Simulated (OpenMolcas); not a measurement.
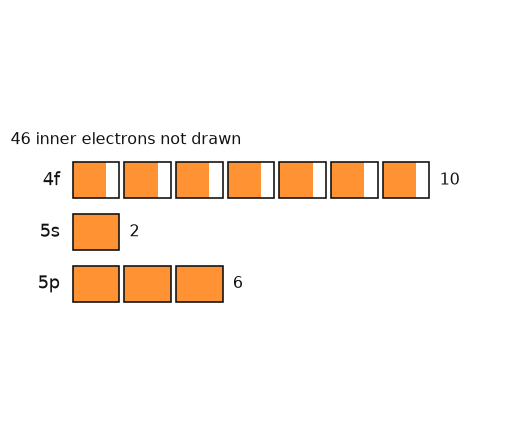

*The outer shells of the leading configuration of the lowest level: a box for each of the 2l + 1 orbitals, shaded by the share of the shell that is filled, with the electron count at the right.*

**Run report: Ho³⁺ complex, multiconfigurational calculation (part 1 of 2)**

- system: Ho³⁺ with 6 ligands (Cl; octahedron, 2.472 Å), embedded in Cs2NaYCl6 by model potentials and point charges, whose field is part of the energies.
- method: state-averaged CASSCF, active space 10 electrons in the shell 4f, basis ANO-RCC-VDZP on the metal and ANO-RCC-VDZP on the ligands, DKH2 scalar Hamiltonian, spin-orbit coupling by RASSI with atomic mean-field integrals (OpenMolcas)

**Key numbers**

| quantity | value |
| --- | --- |
| outcome | converged |
| energy of the lowest spin-free term | −15371.73935 hartree |
| energy of the lowest spin-orbit level | −15371.77538 hartree |
| largest spread among components of a term | 0.0 cm⁻¹ |
| hardware | 1 thread of Arm Neoverse V1, 24 GiB of memory available, shared host |
| wall time | 2.4 min |
| peak memory | 0.6 GiB |

**Notes**

Without dynamic correlation the splittings between terms come out too large, often by 20 to 50 %. Limits: high states of lower spin left out of the spin-orbit mixing; the geometry is set by hand, with no relaxation; spin-free states above about 45,000 cm⁻¹ are left out of the spin-orbit step.

**Input**
```
&GATEWAY
Basis set
Ho.ANO-RCC-VDZP.
Ho1 0.0 0.0 0.0 Angstrom
End of basis
Basis set
Cl.ANO-RCC-VDZP.
L1 2.472000 0.000000 0.000000 Angstrom
L2 0.000000 2.472000 0.000000 Angstrom
L3 0.000000 0.000000 2.472000 Angstrom
End of basis
Basis set
Na.EMB-AIMP.Al-Abdalla.7s4p.1s1p.ECP.Cs2NaYCl6.
PseudoCharge
* 3 symmetry-unique lattice sites within 7.6 angstrom
End of basis
Basis set
Cs.EMB-AIMP.Al-Abdalla.0s.0s.ECP.Cs2NaYCl6.
PseudoCharge
* 4 symmetry-unique lattice sites within 7.6 angstrom
End of basis
Basis set
Cl.EMB-AIMP.Al-Abdalla.0s.0s.ECP.Cs2NaYCl6.
PseudoCharge
* 12 symmetry-unique lattice sites within 7.6 angstrom
End of basis
Basis set
Y.EMB-AIMP.Al-Abdalla.0s.0s.ECP.Cs2NaYCl6.
PseudoCharge
* 6 symmetry-unique lattice sites within 7.6 angstrom
End of basis
Symmetry
XYZ
AngMom=0.0 0.0 0.0
AMFI
RICD
XField
1564 Angstrom 0
* Evjen-weighted lattice charges
&SEWARD
&RASSCF
FileOrb=start.orb
Symmetry=1
Spin=5
nActEl=10 0 0
Inactive=42 39
Ras2=0 7
CIRoot=35 35 1
SDav=35
CIMx=300
Iter=150 100
PrWF=0.3
OrbListing=Nothing
MaxOrb=0
LevShft=1.0
>>> COPY $Project.JobIph JOB001
&RASSCF
FileOrb=start.orb
Symmetry=1
Spin=3
nActEl=10 0 0
Inactive=42 39
Ras2=0 7
CIRoot=162 162 1
SDav=210
CIMx=300
Iter=150 100
PrWF=0.3
OrbListing=Nothing
MaxOrb=0
CIOnly
LevShft=1.0
>>> COPY $Project.JobIph JOB002
&RASSCF
FileOrb=start.orb
Symmetry=1
Spin=1
nActEl=10 0 0
Inactive=42 39
Ras2=0 7
CIRoot=162 162 1
SDav=196
CIMx=300
Iter=150 100
PrWF=0.3
OrbListing=Nothing
MaxOrb=0
CIOnly
LevShft=1.0
>>> COPY $Project.JobIph JOB003
&RASSI
NrOfJobIphs=3 30 106 31
1 2 3 4 5 6 7 8 9 10 11 12 13 14 15 16 17 18 19 20 21 22 23 24 25 26 27
28 29 30
1 2 3 4 5 6 7 8 9 10 11 12 13 14 15 16 17 18 19 20 21 22 23 24 25 26 27
28 29 30 31 32 33 34 35 36 37 38 39 40 41 42 43 44 45 46 47 48 49 50 51
52 53 54 55 56 57 58 59 60 61 62 63 64 65 66 67 68 69 70 71 72 73 74 75
76 77 78 79 80 81 82 83 84 85 86 87 88 89 90 91 92 93 94 95 96 97 98 99
100 101 102 103 104 105 106
1 2 3 4 5 6 7 8 9 10 11 12 13 14 15 16 17 18 19 20 21 22 23 24 25 26 27
28 29 30 31
IphNames
JOB001
JOB002
JOB003
EJob
SpinOrbit
DIPRint=1.0
SOCoupling=1000.0
Subsets=2
Property=9
'ANGMOM' 1 'ANGMOM' 2 'ANGMOM' 3 'MLTPL  1' 1 'MLTPL  1' 2 'MLTPL  1' 3
'AMFI' 1 'AMFI' 2 'AMFI' 3
SOProperty=3
'ANGMOM' 1 'ANGMOM' 2 'ANGMOM' 3
```

The file start.orb holds starting orbitals from an earlier step. A driver script formed the levels outside the program, from RASSI's spin-orbit matrix and the active-space energies, averaged over the components of each term or state.

Run as:
```bash
OMP_NUM_THREADS=1 MOLCAS_MEM=2457 MOLCAS_PROJECT=a pymolcas a.inp > a.log  # once for each step of the input, in one work folder
```

**Log (extracts)**
```
--- SEWARD ---
Basis set label: HO.ANO-RCC...7S6P4D2F1G.

      Electronic valence basis set:
      ------------------
      Associated Effective Charge  67.000000 au
      Associated Actual Charge     67.000000 au
      Nuclear Model: Point charge

      Shell  nPrim  nBasis  Cartesian Spherical Contaminant
         s      25       7        X
         p      22       6        X
         d      15       4                 X
         f      11       2                 X
         g       4       1                 X
                  Relativistic Douglas-Kroll-Hess integrals:
                    - DKH order of Hamiltonian: 2
                    - DKH order of Properties : 0
                  Atomic mean-field integrals
--- RASSCF ---
Wave function specifications:
      -----------------------------

      Number of closed shell electrons         162
      Number of electrons in active shells      10
      Max number of holes in RAS1 space          0
      Max nr of electrons in RAS3 space          0
      Number of inactive orbitals               81
      Number of active orbitals                  7
      Number of secondary orbitals             112
      Spin quantum number                      2.0
      State symmetry                             1
Orbital specifications:
      -----------------------

      Symmetry species                           1   2
                                                ag  au
      Frozen orbitals                            0   0
      Inactive orbitals                         42  39
      Active orbitals                            0   7
      RAS1 orbitals                              0   0
      RAS2 orbitals                              0   7
      RAS3 orbitals                              0   0
      Secondary orbitals                        60  52
      Deleted orbitals                           0   0
      Number of basis functions                102  98
      Number of CSFs                            35
      Number of root(s) required                35
      Iter CI   SX   CI       RASSCF       Energy    max ROT     max BLB   max BLB  Level Ln srch  Step   QN
          iter iter root      energy       change     param      element    value   shift minimum  type update
 Nr of preliminary CI iterations:   1
      Total energies have been shifted. Add               -15000.00 au
        1   1    9    0  -371.08335552    0.00E+00  -5.50E-02   43  50 2  2.77E-01*  1.52   0.00    SX    NO
        2   1   10    0  -371.47071645   -3.87E-01* -4.99E-02   42  45 1  1.87E-01*  1.04   0.00    SX    NO
        3   1    9    0  -371.60186542   -1.31E-01*  3.08E-02   42  45 1  1.19E-01*  1.11   0.00    SX    NO
        4   1    9    0  -371.63726125   -3.54E-02*  1.83E-02   42  45 1  6.57E-02*  0.97   0.00    SX    NO
        5   1    9    0  -371.65008833   -1.28E-02* -2.10E-02   42  45 1  4.22E-02*  1.01   1.21    QN   YES
        6   1    9    0  -371.65698615   -6.90E-03* -6.93E-03   41  48 2  1.02E-02*  0.97   1.32    QN   YES
        7   1    8    0  -371.65784299   -8.57E-04*  9.14E-04   36  45 1  2.66E-03*  0.96   1.20    QN   YES
        8   1    7    0  -371.65793694   -9.39E-05* -4.55E-04   36  45 1  1.41E-03*  0.96   1.35    QN   YES
        9   1    7    0  -371.65795231   -1.54E-05*  2.02E-04   42  45 1 -4.42E-04*  0.97   1.23    QN   YES
       10   1    7    0  -371.65795438   -2.07E-06* -1.24E-04   33  44 1 -2.32E-04*  0.97   1.44    QN   YES
       11   1    6    0  -371.65795492   -5.38E-07*  6.64E-05   24  46 1 -1.04E-04*  0.97   1.33    QN   YES
       12   1    6    0  -371.65795504   -1.18E-07* -3.46E-05   36  45 1 -4.79E-05   0.97   1.52    LS   YES
       13   1    6    0  -371.65795505   -1.41E-08*  1.02E-05   15  60 2  4.30E-05   0.97   0.92    QN   YES
       14   1    5    0  -371.65795507   -2.15E-08* -8.69E-06   39  84 2 -1.90E-05   0.97   1.70    QN   YES
       15   1    4    0  -371.65795508   -5.62E-09  -2.43E-06   39  84 2 -5.42E-06   0.97   1.10    QN   YES
      Convergence after 15 iterations
       16   1    4    0  -371.65795508   -4.86E-10  -2.43E-06   20  57 1  3.11E-06   0.97   1.10    QN   YES
      Natural orbitals and occupation numbers for root  1
      sym 2:   1.155344   1.000000   1.844656   1.155344   1.844656   1.844656   1.155344
      Natural orbitals and occupation numbers for root  2
      sym 2:   1.640662   1.095137   1.904278   1.071599   1.583891   1.361520   1.342913
      Natural orbitals and occupation numbers for root  3
      sym 2:   1.640882   1.095126   1.584556   1.071714   1.342458   1.904100   1.361164
::    RASSCF root number  1 Total energy: -15371.73935088
::    RASSCF root number  2 Total energy: -15371.73890861
::    RASSCF root number  3 Total energy: -15371.73890861
::    RASSCF root number  4 Total energy: -15371.73890861
::    RASSCF root number  5 Total energy: -15371.73854541
::    RASSCF root number  6 Total energy: -15371.73854541
::    RASSCF root number  7 Total energy: -15371.73787365
::    RASSCF root number  8 Total energy: -15371.73787365
::    RASSCF root number  9 Total energy: -15371.73787365
::    RASSCF root number 10 Total energy: -15371.73778132
::    RASSCF root number 11 Total energy: -15371.73761724
::    RASSCF root number 12 Total energy: -15371.73761724
::    RASSCF root number 13 Total energy: -15371.73761724
::    RASSCF root number 14 Total energy: -15371.65839514
::    RASSCF root number 15 Total energy: -15371.65839514
::    RASSCF root number 16 Total energy: -15371.65839514
::    RASSCF root number 17 Total energy: -15371.65797367
::    RASSCF root number 18 Total energy: -15371.65770228
::    RASSCF root number 19 Total energy: -15371.65770228
::    RASSCF root number 20 Total energy: -15371.65770228
::    RASSCF root number 21 Total energy: -15371.65746574
::    RASSCF root number 22 Total energy: -15371.61317059
::    RASSCF root number 23 Total energy: -15371.61317059
::    RASSCF root number 24 Total energy: -15371.61317059
::    RASSCF root number 25 Total energy: -15371.61224018
::    RASSCF root number 26 Total energy: -15371.61224018
::    RASSCF root number 27 Total energy: -15371.61140549
::    RASSCF root number 28 Total energy: -15371.61140549
::    RASSCF root number 29 Total energy: -15371.61140549
::    RASSCF root number 30 Total energy: -15371.61026230
--- RASSCF ---
Wave function specifications:
      -----------------------------

      Number of closed shell electrons         162
      Number of electrons in active shells      10
      Max number of holes in RAS1 space          0
      Max nr of electrons in RAS3 space          0
      Number of inactive orbitals               81
      Number of active orbitals                  7
      Number of secondary orbitals             112
      Spin quantum number                      1.0
      State symmetry                             1
Orbital specifications:
      -----------------------

      Symmetry species                           1   2
                                                ag  au
      Frozen orbitals                            0   0
      Inactive orbitals                         42  39
      Active orbitals                            0   7
      RAS1 orbitals                              0   0
      RAS2 orbitals                              0   7
      RAS3 orbitals                              0   0
      Secondary orbitals                        60  52
      Deleted orbitals                           0   0
      Number of basis functions                102  98
      Number of CSFs                           210
      Number of root(s) required               162
      Iter CI   SX   CI       RASSCF       Energy    max ROT     max BLB   max BLB  Level Ln srch  Step   QN
          iter iter root      energy       change     param      element    value   shift minimum  type update
 Nr of preliminary CI iterations:   1
        1   1    0    0-15371.54887663    0.00E+00   0.00E+00   41  48 2 -1.06E-02*  0.00   0.00    SX    NO
      Natural orbitals and occupation numbers for root  1
      sym 2:   1.409535   1.422509   1.449682   1.415637   1.441277   1.448702   1.412658
      Natural orbitals and occupation numbers for root  2
      sym 2:   1.409428   1.412598   1.449799   1.415644   1.448829   1.441197   1.422505
      Natural orbitals and occupation numbers for root  3
      sym 2:   1.407367   1.422116   1.449876   1.410133   1.407378   1.453267   1.449863
::    RASSCF root number  1 Total energy: -15371.64278876
::    RASSCF root number  2 Total energy: -15371.64278876
::    RASSCF root number  3 Total energy: -15371.64278876
::    RASSCF root number  4 Total energy: -15371.64276853
::    RASSCF root number  5 Total energy: -15371.64276853
::    RASSCF root number  6 Total energy: -15371.64276853
::    RASSCF root number  7 Total energy: -15371.64261065
::    RASSCF root number  8 Total energy: -15371.64259222
::    RASSCF root number  9 Total energy: -15371.64259222
::    RASSCF root number 10 Total energy: -15371.64259222
::    RASSCF root number 11 Total energy: -15371.64258173
::    RASSCF root number 12 Total energy: -15371.64258173
::    RASSCF root number 13 Total energy: -15371.64254931
::    RASSCF root number 14 Total energy: -15371.64254931
::    RASSCF root number 15 Total energy: -15371.64254931
::    RASSCF root number 16 Total energy: -15371.61640497
::    RASSCF root number 17 Total energy: -15371.61640497
::    RASSCF root number 18 Total energy: -15371.61640497
::    RASSCF root number 19 Total energy: -15371.61636195
::    RASSCF root number 20 Total energy: -15371.61636195
::    RASSCF root number 21 Total energy: -15371.61636195
::    RASSCF root number 22 Total energy: -15371.61572511
::    RASSCF root number 23 Total energy: -15371.61572511
::    RASSCF root number 24 Total energy: -15371.61557978
::    RASSCF root number 25 Total energy: -15371.61557978
::    RASSCF root number 26 Total energy: -15371.61557978
::    RASSCF root number 27 Total energy: -15371.60612206
::    RASSCF root number 28 Total energy: -15371.60612206
::    RASSCF root number 29 Total energy: -15371.60605782
::    RASSCF root number 30 Total energy: -15371.60605782
--- RASSCF ---
Wave function specifications:
      -----------------------------

      Number of closed shell electrons         162
      Number of electrons in active shells      10
      Max number of holes in RAS1 space          0
      Max nr of electrons in RAS3 space          0
      Number of inactive orbitals               81
      Number of active orbitals                  7
      Number of secondary orbitals             112
      Spin quantum number                      0.0
      State symmetry                             1
Orbital specifications:
      -----------------------

      Symmetry species                           1   2
                                                ag  au
      Frozen orbitals                            0   0
      Inactive orbitals                         42  39
      Active orbitals                            0   7
      RAS1 orbitals                              0   0
      RAS2 orbitals                              0   7
      RAS3 orbitals                              0   0
      Secondary orbitals                        60  52
      Deleted orbitals                           0   0
      Number of basis functions                102  98
      Number of CSFs                           196
      Number of root(s) required               162
      Iter CI   SX   CI       RASSCF       Energy    max ROT     max BLB   max BLB  Level Ln srch  Step   QN
          iter iter root      energy       change     param      element    value   shift minimum  type update
 Nr of preliminary CI iterations:   1
        1   1    0    0-15371.46795044    0.00E+00   0.00E+00   41  48 2 -1.79E-02*  0.00   0.00    SX    NO
      Natural orbitals and occupation numbers for root  1
      sym 2:   1.272303   1.126159   1.653576   1.272589   1.711915   1.659294   1.304164
      Natural orbitals and occupation numbers for root  2
      sym 2:   1.304163   1.126157   1.711988   1.272602   1.653574   1.659220   1.272297
      Natural orbitals and occupation numbers for root  3
      sym 2:   1.272349   1.126254   1.657268   1.304214   1.272214   1.708185   1.659517
::    RASSCF root number  1 Total energy: -15371.58470570
::    RASSCF root number  2 Total energy: -15371.58470570
::    RASSCF root number  3 Total energy: -15371.58470570
::    RASSCF root number  4 Total energy: -15371.58450938
::    RASSCF root number  5 Total energy: -15371.58450938
::    RASSCF root number  6 Total energy: -15371.58430173
::    RASSCF root number  7 Total energy: -15371.58430173
::    RASSCF root number  8 Total energy: -15371.58430173
::    RASSCF root number  9 Total energy: -15371.58427048
::    RASSCF root number 10 Total energy: -15371.58427048
::    RASSCF root number 11 Total energy: -15371.58427048
::    RASSCF root number 12 Total energy: -15371.58406422
::    RASSCF root number 13 Total energy: -15371.58370063
::    RASSCF root number 14 Total energy: -15371.58370063
::    RASSCF root number 15 Total energy: -15371.58370063
::    RASSCF root number 16 Total energy: -15371.58366427
::    RASSCF root number 17 Total energy: -15371.58366427
::    RASSCF root number 18 Total energy: -15371.56726364
::    RASSCF root number 19 Total energy: -15371.56726364
::    RASSCF root number 20 Total energy: -15371.56726364
::    RASSCF root number 21 Total energy: -15371.56608800
::    RASSCF root number 22 Total energy: -15371.56608800
::    RASSCF root number 23 Total energy: -15371.55472843
::    RASSCF root number 24 Total energy: -15371.55389638
::    RASSCF root number 25 Total energy: -15371.55389638
::    RASSCF root number 26 Total energy: -15371.55389638
::    RASSCF root number 27 Total energy: -15371.55320978
::    RASSCF root number 28 Total energy: -15371.55320978
::    RASSCF root number 29 Total energy: -15371.55225305
::    RASSCF root number 30 Total energy: -15371.55225305
```

(Continued in part 2.)
